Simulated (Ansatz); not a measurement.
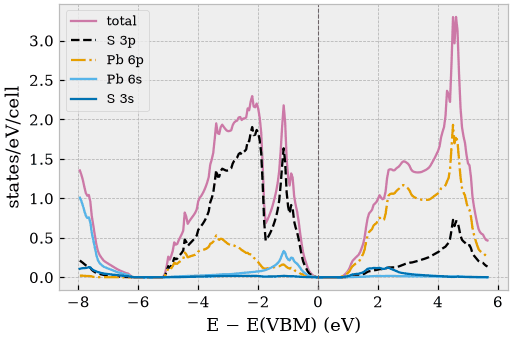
*Total and projected density of states of PbS (rock salt, Fm-3m), DFT-r²SCAN in the program Ansatz with PAW potentials*

Problem. Which orbitals carry the states next to the gap?

Solution. Top 1 eV of the valence band: S 3p 69 %, Pb 6s 20 %, Pb 6p 9 %. Bottom 1 eV of the conduction band: Pb 6p 70 %, S 3s 15 %, S 3p 9 %. Projections are on Löwdin-orthogonalised atomic valence shells; empty p or d shells of many metals are not among them.

Problem. Where is the tallest occupied peak in this window, and what makes it?

Solution. Near -2.2 eV, about 2.3 states/eV per cell; the largest projected share is S 3p.

The r²SCAN relaxation kept the symmetry of its start; of distortions, only those at the zone centre were tested. Scalar-relativistic: spin–orbit coupling is off unless named, which matters more the heavier the elements.

Potentials: the later of the program's two PAW sets.
